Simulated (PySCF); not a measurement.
Consider C6H18N2Si.

```xyz
27

C    -0.9954    2.3233   -0.0357
C    -0.5789    1.2864   -1.0765
N    -0.2763   -0.0068   -0.4991
N    -1.4644   -0.7251   -0.2261
C    -1.6279   -1.0824    1.1648
C    -1.6054   -1.8742   -1.0981
Si    1.2977   -0.4815    0.0402
C     1.6901   -0.1526    1.8828
C     2.5869    0.4583   -0.9865
H    -1.2262    3.2699   -0.5185
H    -0.1909    2.4798    0.6789
H    -1.8770    1.9787    0.4982
H    -1.3936    1.1489   -1.7946
H     0.3020    1.6361   -1.6152
H    -1.4415   -0.2058    1.7804
H    -0.9533   -1.8898    1.4830
H    -2.6579   -1.4074    1.3147
H    -1.4481   -1.5507   -2.1249
H    -0.8935   -2.6772   -0.8663
H    -2.6188   -2.2613   -0.9984
H     1.4231   -1.9294   -0.2112
H     1.0718   -0.7464    2.5495
H     2.7259   -0.3963    2.1016
H     1.5419    0.8916    2.1475
H     2.4098    0.3569   -2.0518
H     3.5773    0.0667   -0.7798
H     2.6025    1.5167   -0.7468
```

Geometry: GFN2-xTB.

Computed with PySCF 2.14.0, PBE0/pcSseg-1, SCF density, gas phase, non-relativistic.

Predict the electron density and electron localisation function between the atoms.

Answer. C–Si (1.90 Å): ρ at the midpoint is about 0.92 e/Å³; the ELF peaks at about 0.95 between the atoms, as expected for a covalent bond.
C–H (1.09 Å): the density is about 2 e/Å³ at the midpoint; the ELF climbs to about 1 towards the hydrogen, as it does in any bond to H; a covalent bond by its length.

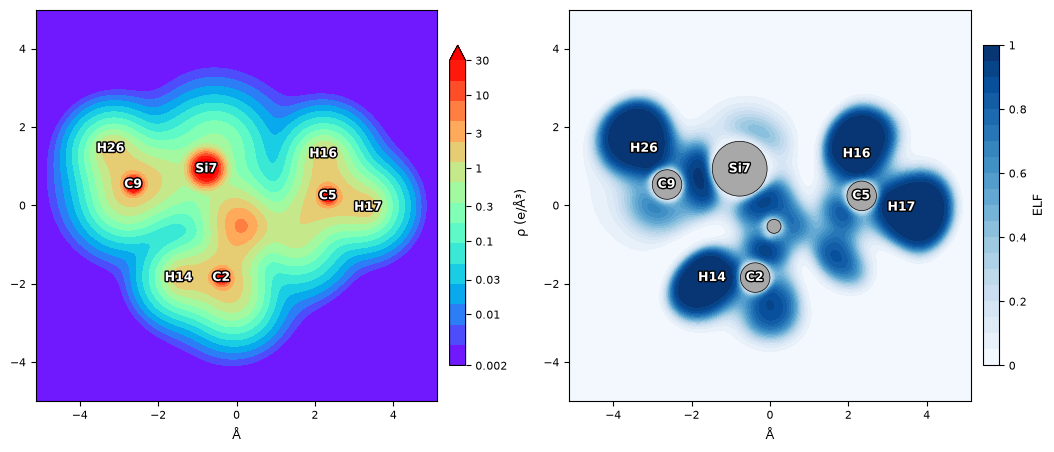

Computed electron density and electron localisation function on the plane of atoms Si7, C9 and H26, in this order. Grey discs cover the atomic cores in the ELF map. 
